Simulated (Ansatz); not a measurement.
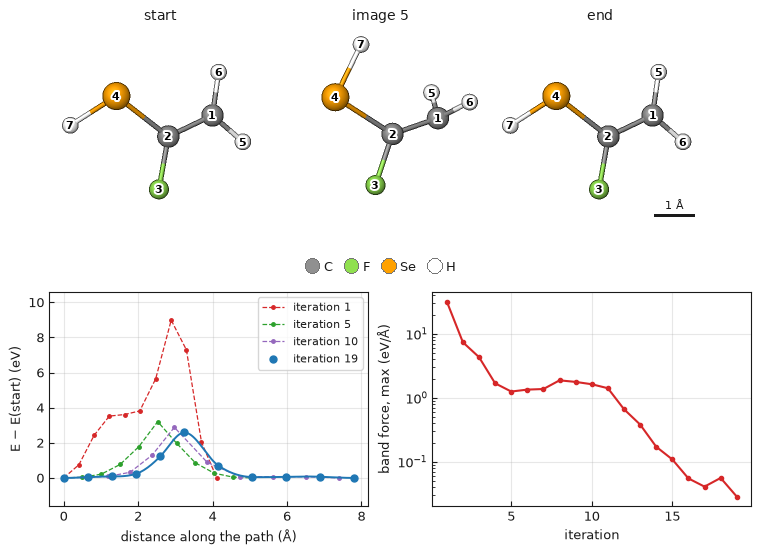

A nudged-elastic-band calculation for C2H3FSe. Images are numbered from 0 (start) to 10 (end). The plot follows the band through its iterations. The picture is a ball-and-stick view, seen at a tilt.

All numbers below come from Ansatz 0.2.0, RKS revPBE/def2-SVP. Settings: 9 movable images; climbing image; force threshold 0.03 eV/Å; iteration limit 60; starting path through a guess of the saddle point.

Judge this run.

The run is converged, with reservations. The band converged in 19 iterations. The largest component of the band force went from 32 to 0.029 eV/Å. The climbing image converged on the top of the path. Its vibrational analysis gives one imaginary mode (1765i cm⁻¹), as a transition state must have. The first iteration put the highest image at 8.99 eV. The two ends have the same energy, and the highest point, image 5, lies 2.59 eV above the start.
